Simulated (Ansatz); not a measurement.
Stretching the Zn1–H2 bond in H2SeZn (SMILES [ZnH][SeH]) (multiplicity 1 held, fragments rigid). Energies count from the point at 1.536 Å.
Geometry at that point (charge 0, multiplicity 1):
```xyz
4

Zn    -0.7092    -0.5098    -0.8288
H     -1.6137    -1.1646    -1.8828
Se     0.6540     0.5053     0.7407
H      0.6550    -0.7187     1.5618
```

R- and RO- levels are restricted; in cc, def2 and unpolarised 6-31G sets they are followed outwards from rest. U- levels take the lowest unrestricted solution at each point, which mixes spins at long bonds. Active spaces are followed from a long bond inwards. Levels need not reach the same state.

Correlated levels freeze the cores. Filled d and f shells under p-block atoms count as core.

Run with Ansatz (Gaussian basis) for Hartree–Fock, density functionals and correlated methods. 

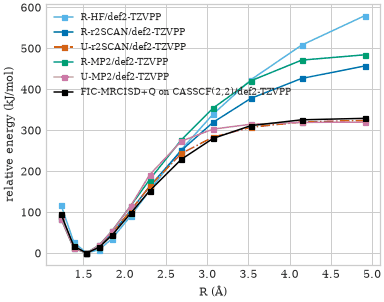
Relative energy along the coordinate

Doubts at one or more of the structures used: a restricted determinant that unrestricted orbitals would lower (R-HF/def2-TZVPP, R-r2SCAN/def2-TZVPP, R-MP2/def2-TZVPP); a spin-contaminated determinant (U-r2SCAN/def2-TZVPP, U-MP2/def2-TZVPP).

Ansatz is a program for electronic structure.
